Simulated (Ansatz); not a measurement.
CH₅ClGeTe (SMILES ClC[Te][GeH3])

Input file:

```
crystal:
  periodic: [false, false, false]
  atoms:
    - { symbol: Cl, position_ang: [-0.8307, 3.1628, 0.3191] }
    - { symbol: C, position_ang: [-0.6867, 1.4658, -0.0052] }
    - { symbol: Te, position_ang: [1.1511, 0.8064, 0.7965] }
    - { symbol: Ge, position_ang: [0.48312, 1.45525, 3.15153] }
    - { symbol: H, position_ang: [-1.513, 0.9046, 0.4561] }
    - { symbol: H, position_ang: [-0.696, 1.3018, -1.0999] }
    - { symbol: H, position_ang: [-0.82796, 0.72747, 3.53673] }
    - { symbol: H, position_ang: [1.58138, 1.16471, 4.15928] }
    - { symbol: H, position_ang: [0.1811, 3.05334, 3.11333] }
basis:
  gaussian: { orbitals: def2-SVP }
hamiltonian:
  xc: pbe
  dispersion: d4
relax:
  f_tol: 0.015
  max_steps: 40
output:
  orbitals: {}
```

Run with:

```sh
ansatz run input.yaml --threads 2 --pin off --max-ram 3072MiB --backend cpu --events-out ev --progress --plain --runs-dir out
```

The fields are those of the relaxed geometry.

Core potentials replace the inner electrons of Te.

The calculation used Ansatz 0.2.0, RKS PBE-D4/def2-SVP.

Question: What can the converged electron density and electron localisation function tell about the bonding?

Answer: C–Te (2.20 Å): ρ at the midpoint is about 0.69 e/Å³; the ELF peaks at about 0.90 between the atoms; localised, covalent bonding.
Ge–Te (2.58 Å): ρ is about 0.51 e/Å³ halfway; the ELF peaks at about 0.75 in the valence shell of Te, 1.3 Å from its nucleus, and is about 0.75 at the midpoint.
C–H (1.11 Å): the density is about 2 e/Å³ at the midpoint; the ELF climbs to about 1 towards the hydrogen, as it does in any bond to H (a covalent bond by its length).

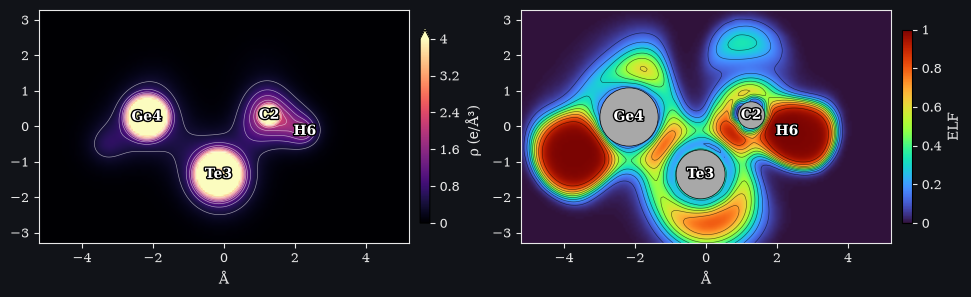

Computed electron density and electron localisation function on the plane of atoms C2, Te3 and Ge4, in this order. Grey discs cover the atomic cores in the ELF map. 
